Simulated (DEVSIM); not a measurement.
System: abrupt GaAs p-n junction, at 300 K.

```csv
layer (left to right),material,thickness (μm),Nd (cm⁻³),Na (cm⁻³),τn (s),τp (s)
1,GaAs,12.0,-,1.9e17,4e-9,4e-9
2,GaAs,130,4e14,-,4e-9,4e-8
```

Left contact: ohmic. Right contact: ohmic. Voltage is applied to the left contact. Recombination: SRH at mid-gap, Auger. Mobility is μmin + (μ − μmin)/(1 + (N/Nref)^α).

The device is made up for the run: typed textbook-type constants, with dimensions and the other settings drawn at random. Values at 300 K.

| parameter | GaAs |
|---|---|
| gap (eV) | 1.424 |
| affinity (eV) | 4.07 |
| permittivity | 12.9 |
| Nc (cm⁻³) | 4.7e17 |
| Nv (cm⁻³) | 9e18 |
| μn (cm²/Vs) | 8500 |
| μp (cm²/Vs) | 400 |
| μn,min | 500 |
| μp,min | 20 |
| Nref,n | 6e16 |
| Nref,p | 1.5e17 |
| αn | 0.39 |
| αp | 0.38 |
| Cn (cm⁶/s) | 1e-30 |
| Cp (cm⁶/s) | 1e-30 |

Simulated with DEVSIM: 1D drift-diffusion, Boltzmann statistics, complete ionisation; no tunnelling, impact ionisation, image-force lowering or self-heating.

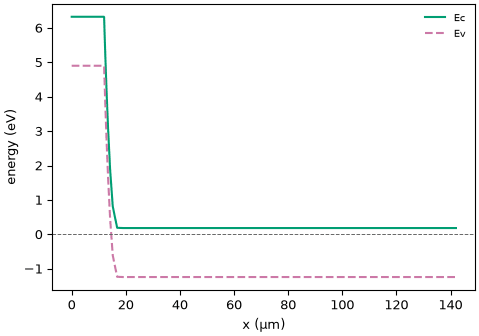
Figure. Band edges at -5.0 V on the left contact

Energies count from the Fermi level of the right contact; mesh points crowd at the junctions.

```json
[
 {"x (μm)": "0.000", "Ec (eV)": "6.324", "Ev (eV)": "4.900", "n (cm⁻³)": "< 1e2", "p (cm⁻³)": "1.9e17", "field (V/cm)": "≈ 0"},
 {"x (μm)": "0.05425", "Ec (eV)": "6.324", "Ev (eV)": "4.900", "n (cm⁻³)": "< 1e2", "p (cm⁻³)": "1.9e17", "field (V/cm)": "≈ 0"},
 {"x (μm)": "0.2205", "Ec (eV)": "6.324", "Ev (eV)": "4.900", "n (cm⁻³)": "< 1e2", "p (cm⁻³)": "1.9e17", "field (V/cm)": "≈ 0"},
 {"x (μm)": "0.7711", "Ec (eV)": "6.324", "Ev (eV)": "4.900", "n (cm⁻³)": "< 1e2", "p (cm⁻³)": "1.9e17", "field (V/cm)": "≈ 0"},
 {"x (μm)": "3.703", "Ec (eV)": "6.324", "Ev (eV)": "4.900", "n (cm⁻³)": "< 1e2", "p (cm⁻³)": "1.9e17", "field (V/cm)": "≈ 0"},
 {"x (μm)": "9.006", "Ec (eV)": "6.324", "Ev (eV)": "4.900", "n (cm⁻³)": "< 1e2", "p (cm⁻³)": "1.9e17", "field (V/cm)": "≈ 0"},
 {"x (μm)": "11.10", "Ec (eV)": "6.324", "Ev (eV)": "4.900", "n (cm⁻³)": "< 1e2", "p (cm⁻³)": "1.9e17", "field (V/cm)": "≈ 0"},
 {"x (μm)": "11.83", "Ec (eV)": "6.324", "Ev (eV)": "4.900", "n (cm⁻³)": "< 1e2", "p (cm⁻³)": "1.9e17", "field (V/cm)": "≈ 0"},
 {"x (μm)": "11.96", "Ec (eV)": "6.323", "Ev (eV)": "4.899", "n (cm⁻³)": "< 1e2", "p (cm⁻³)": "1.8e17", "field (V/cm)": "-1200"},
 {"x (μm)": "12.01", "Ec (eV)": "6.268", "Ev (eV)": "4.844", "n (cm⁻³)": "< 1e2", "p (cm⁻³)": "2.2e16", "field (V/cm)": "-29000"},
 {"x (μm)": "12.07", "Ec (eV)": "6.093", "Ev (eV)": "4.669", "n (cm⁻³)": "< 1e2", "p (cm⁻³)": "2.4e13", "field (V/cm)": "-26000"},
 {"x (μm)": "12.43", "Ec (eV)": "5.211", "Ev (eV)": "3.787", "n (cm⁻³)": "< 1e2", "p (cm⁻³)": "1700", "field (V/cm)": "-24000"},
 {"x (μm)": "13.46", "Ec (eV)": "3.073", "Ev (eV)": "1.649", "n (cm⁻³)": "< 1e2", "p (cm⁻³)": "1500", "field (V/cm)": "-18000"},
 {"x (μm)": "16.81", "Ec (eV)": "0.191", "Ev (eV)": "-1.234", "n (cm⁻³)": "3.0e14", "p (cm⁻³)": "< 1e2", "field (V/cm)": "-370"},
 {"x (μm)": "34.76", "Ec (eV)": "0.183", "Ev (eV)": "-1.241", "n (cm⁻³)": "4.0e14", "p (cm⁻³)": "< 1e2", "field (V/cm)": "≈ 0"},
 {"x (μm)": "84.49", "Ec (eV)": "0.183", "Ev (eV)": "-1.241", "n (cm⁻³)": "4.0e14", "p (cm⁻³)": "< 1e2", "field (V/cm)": "≈ 0"},
 {"x (μm)": "123.7", "Ec (eV)": "0.183", "Ev (eV)": "-1.241", "n (cm⁻³)": "4.0e14", "p (cm⁻³)": "< 1e2", "field (V/cm)": "≈ 0"},
 {"x (μm)": "136.4", "Ec (eV)": "0.183", "Ev (eV)": "-1.241", "n (cm⁻³)": "4.0e14", "p (cm⁻³)": "< 1e2", "field (V/cm)": "≈ 0"},
 {"x (μm)": "140.8", "Ec (eV)": "0.183", "Ev (eV)": "-1.241", "n (cm⁻³)": "4.0e14", "p (cm⁻³)": "< 1e2", "field (V/cm)": "≈ 0"},
 {"x (μm)": "141.7", "Ec (eV)": "0.183", "Ev (eV)": "-1.241", "n (cm⁻³)": "4.0e14", "p (cm⁻³)": "< 1e2", "field (V/cm)": "≈ 0"},
 {"x (μm)": "141.9", "Ec (eV)": "0.183", "Ev (eV)": "-1.241", "n (cm⁻³)": "4.0e14", "p (cm⁻³)": "< 1e2", "field (V/cm)": "≈ 0"},
 {"x (μm)": "142.0", "Ec (eV)": "0.183", "Ev (eV)": "-1.241", "n (cm⁻³)": "4.0e14", "p (cm⁻³)": "< 1e2", "field (V/cm)": "≈ 0"}
]
```
